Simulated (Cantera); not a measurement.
A closed system holds: 1 mol SiH₂Cl₂, a varied amount of N₂, held at 850 °C and 1 atm.

Method: chemical equilibrium by Gibbs-energy minimisation in Cantera with the NASA 1993 tables (ideal gas, pure condensed phases). Candidate condensed phases: NH₄Cl, Si, Si₃N₄; 28 gas species. N₂ is the only nitrogen source here; it is nearly inert below about 1500 K, so the nitride shown seldom forms there in practice. The tables' values for SiCl₃ are old estimates; treat these amounts as uncertain. The numbers say what is thermodynamically allowed, not how fast it happens.

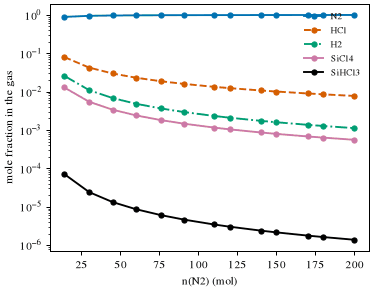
*Equilibrium gas composition (values under 1e-9 drawn at 1e-9)*

From 14 mol N₂ to 200 mol N₂ the condensed part is Si₃N₄(s). The main Si-bearing gas is SiCl₄ throughout. The share of Si in condensed phases is highest at 200 mol N₂ (88.7 %) and lowest at 14 mol N₂ (80.3 %).
